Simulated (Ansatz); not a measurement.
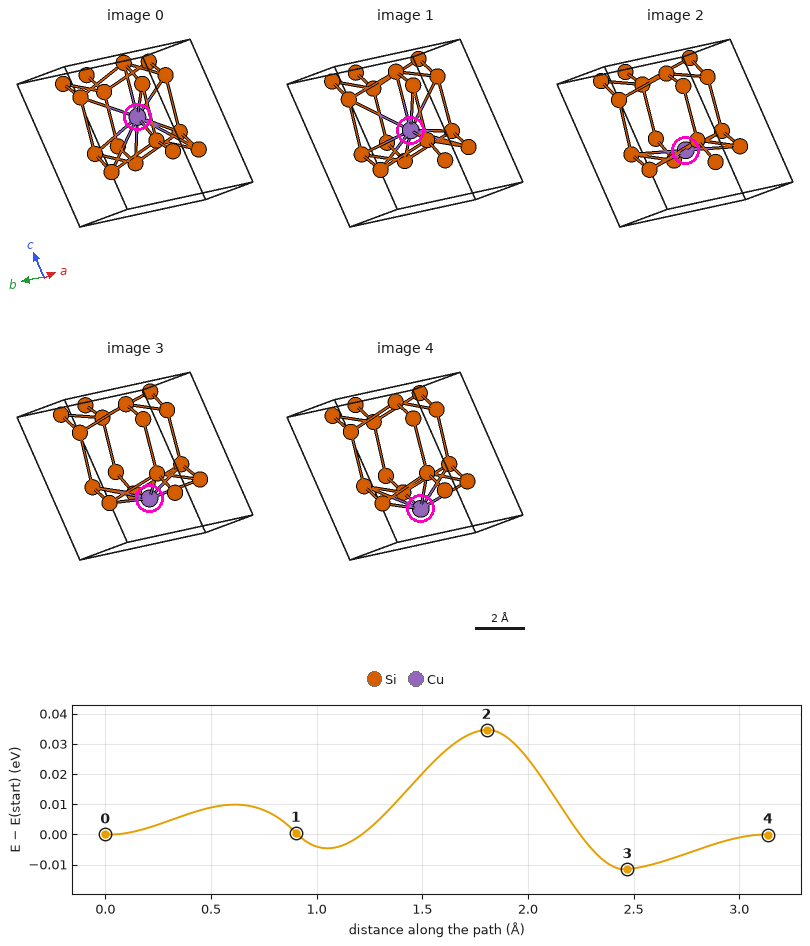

NEB run on Si with an interstitial Cu (17 atoms in the cell, charge +1). Images are numbered from 0 (start) to 4 (end). A ball-and-stick model of the reduced simulation cell (origin moved), seen from a free direction. The moving atom is ringed, with any periodic copies. Lengths and directions refer to the drawn axes. Bonds to atoms that aren't drawn are left out.

Theory: DFT PBE, scalar-relativistic, plane waves, PAW (Ansatz 0.2.0). Settings: plane-wave cutoff 420 eV; k-point mesh 2 × 2 × 2; Fermi-Dirac smearing 0.05 eV; 3 movable images; climbing image; force threshold 0.05 eV/Å; iteration limit 65; optimiser L-BFGS; starting path by straight interpolation.

### Describe the mechanism and the energy profile.

Relative to the start the highest point is image 2 at +0.035 eV and the end lies at 0.000 eV, but the profile dips to −0.012 eV at image 3 on the way, so there is an intermediate minimum on the way. The Cu atom travels furthest, 2.53 Å from end to end, along [1 1 −3], on a path that bends up to 0.18 Å away from the straight line. At the highest image its nearest neighbour (Si) is 2.35 Å away, against 2.33 Å at the start, and the surrounding atoms stand up to 0.33 Å off the mean of their end positions. The band converged in 19 iterations. The largest component of the band force went from 2.1 to 0.018 eV/Å. The climbing image converged on the top of the path. A check of its curvatures found one unstable direction (−0.56 eV/Å²), as a transition state must have.

Limits of the set-up: the periodic images lie only 7.7 Å apart, so the values are limited by the cell's size; the cell is charged, on a uniform background, and energies carry no finite-size correction.

Cost: 13 min on 1 thread of Intel(R) Xeon(R) Platinum 8259CL CPU @ 2.50GHz (Skylake/Cascade Lake) (shared host), peak memory 0.9 GiB.

PAW datasets: the set soft_1.
